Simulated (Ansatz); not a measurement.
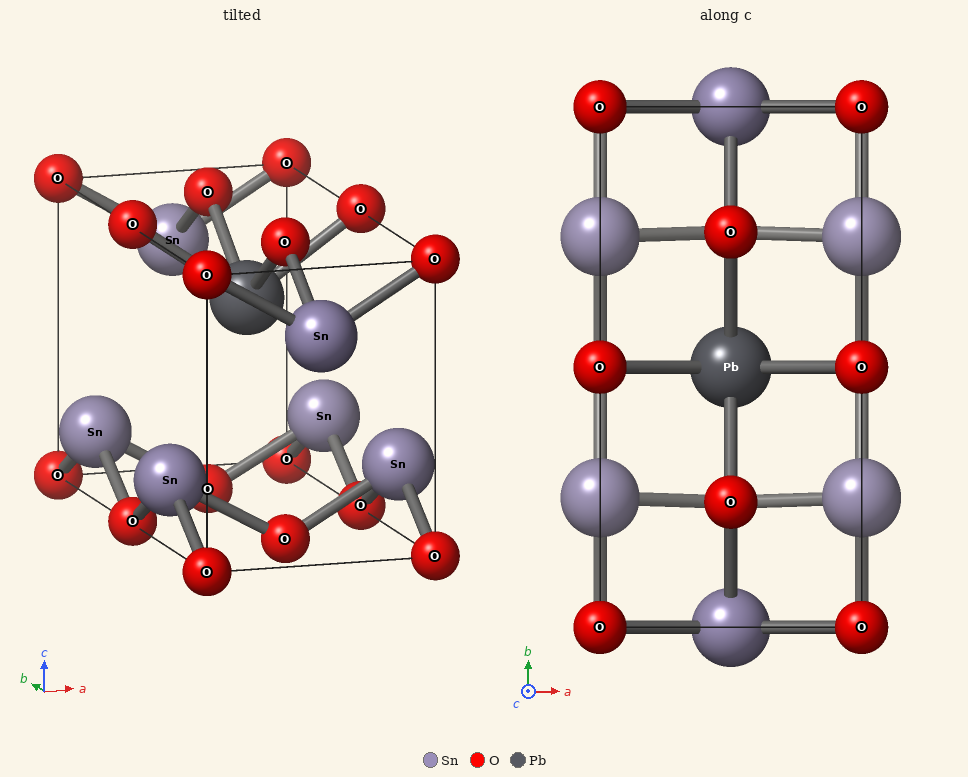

The crystal in a ball-and-stick representation, seen slightly off an axis and along the c axis. One conventional unit cell is framed, with atoms on its boundary repeated.

Sn3PbO4, space group Pmm2 (No. 25), a = 3.842 Å, b = 7.647 Å, c = 4.858 Å, α = 90.00°, β = 90.00°, γ = 90.00°. Provenance: a structure type filled with these elements by a generator (whether the compound takes this form wasn't checked). Earlier steps of the study, as a rule a relaxation of our own, may have changed the cell and positions, so they can lie some per cent off the listed ones. An electronic-structure calculation with Ansatz was run on it.

This one geometry was computed with Ansatz (DFT, plane waves, PAW) at five levels of theory: PBE with spin-orbit coupling, PBE0, r2SCAN, HSE06 and PBE.

Q: Which level gives the highest pressure at this volume, and what does that say about its equilibrium volume?

A: Highest: PBE with spin-orbit coupling (5.0 GPa) and PBE (5.1 GPa), which points to the largest equilibrium volume. Lowest, with the smallest volume: PBE0 (0.7 GPa) and HSE06 (0.7 GPa). Levels within 0.5 GPa of each other can't be told apart.

Q: How does the band gap change with the level of theory?

A: PBE with spin-orbit coupling: a gap of 0.10 eV, indirect; PBE: a gap of 0.23 eV, indirect; r2SCAN: a gap of 0.42 eV, indirect; HSE06: a gap of 0.66 eV, indirect; PBE0: a gap of 1.29 eV, indirect.

Q: Collect the results in a table.

A:
| level | cutoff (eV) | k-mesh of the run's cell | gap (eV) | pressure (GPa) |
| --- | --- | --- | --- | --- |
| PBE with spin-orbit coupling | 420 | 6×4×6 | 0.10 | 5.0 |
| PBE0 | 420 | 4×2×4 | 1.29 | 0.7 |
| r2SCAN | 500 | 6×4×6 | 0.42 | 1.2 |
| HSE06 | 420 | 4×2×4 | 0.66 | 0.7 |
| PBE | 420 | 6×4×6 | 0.23 | 5.1 |

Gaps are taken on the k-mesh or band path of each run.
